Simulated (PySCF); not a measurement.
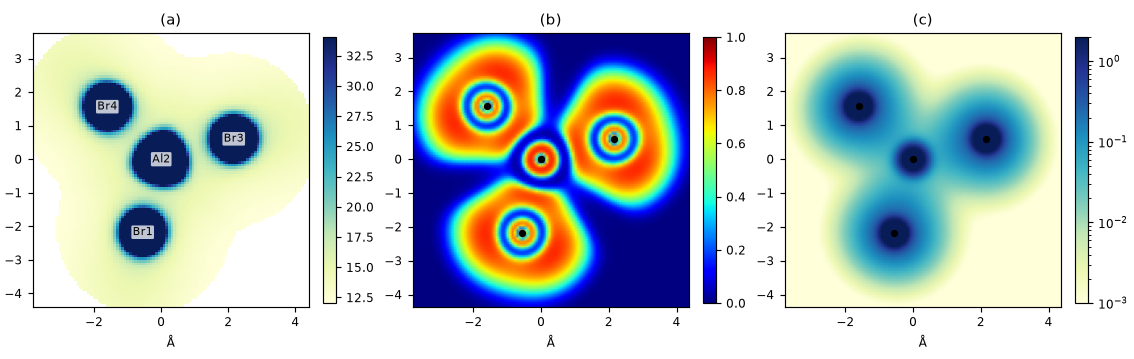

*AlBr$_{3}$, SMILES `Br[Al](Br)Br`. Three fields in the molecular plane.*

PySCF calculation, ωB97X/def2-TZVP, gas phase; geometry: GFN2-xTB. No frequency check shows the geometry to be a minimum. GFN2-xTB bond lengths at metals and heavier atoms can be off by up to 0.1 Å and shapes distorted, which carries into these values.

Geometry (Å), atoms numbered from 1:

```
Br1      1.4839   -1.6848    0.0000
Al2     -0.0008    0.0000    0.0000
Br3      0.7173    2.1274    0.0000
Br4     -2.2009   -0.4426    0.0000
```

**The panels show, in some order, the electron density, average local ionisation energy and electron localisation function (ELF). Which is which?**

(a) is the average local ionisation energy: it is high near the heavier nuclei and lowest where loosely bound electrons reach out. (b) is the electron localisation function (ELF): it runs from 0 to 1 and is close to 1 over wide basins that fill the valence regions. (c) is the electron density: it is positive everywhere and peaks at the nuclei.
